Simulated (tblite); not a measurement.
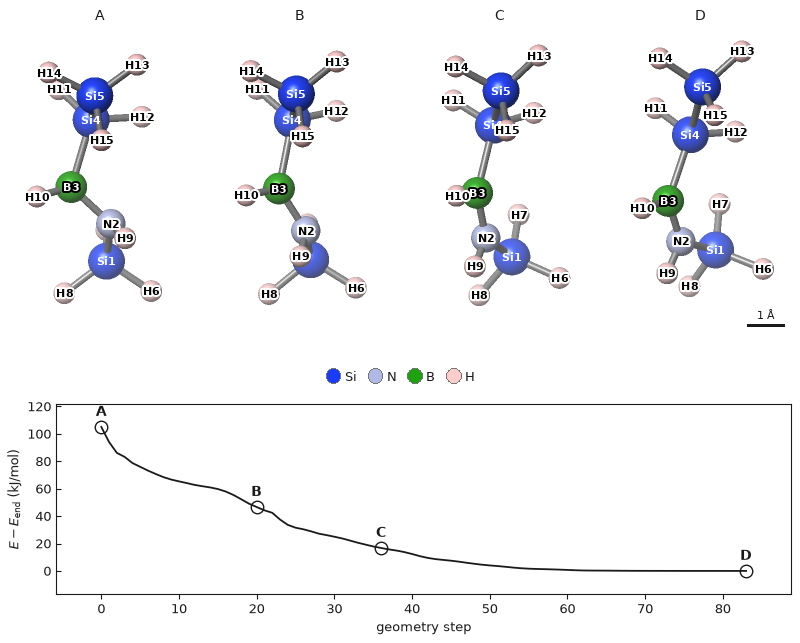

Frames of a relaxation of BSi₃NH₁₀, marked on the history of the run. Style: ball-and-stick. Shown from a free direction.

These are results of GFN2-xTB geometry optimisation, gas phase in tblite, not measurements. 

**Describe the path.**

The atom that moves furthest after the best rigid fit is H9 (1.96 Å). By element the largest moves are H 1.96 Å, N 0.96 Å, B 0.64 Å, Si 0.44 Å. Among the contacts that change: N2–B3 1.498 → 1.397 Å, Si4–Si5 2.235 → 2.318 Å, B3–Si4 1.936 → 1.961 Å, Si4–H11 1.458 → 1.482 Å. Among the angles between lasting bonds that change: Si1–N2–B3 116.8° → 134.0°, H11–Si4–H12 110.8° → 101.8°, B3–Si4–Si5 106.4° → 114.7°. The energy falls by 105.1 kJ/mol in 83 geometry steps. Cost: 0.95 s on 1 thread of Arm Neoverse N1, on a shared host. From step 0 to 20: H9 moves most (0.85 Å), energy −58.4 kJ/mol. From step 20 to 36: H9 moves most (0.78 Å), energy −29.9 kJ/mol. From step 36 to 83: H atoms move most (0.58 Å), energy −16.8 kJ/mol.
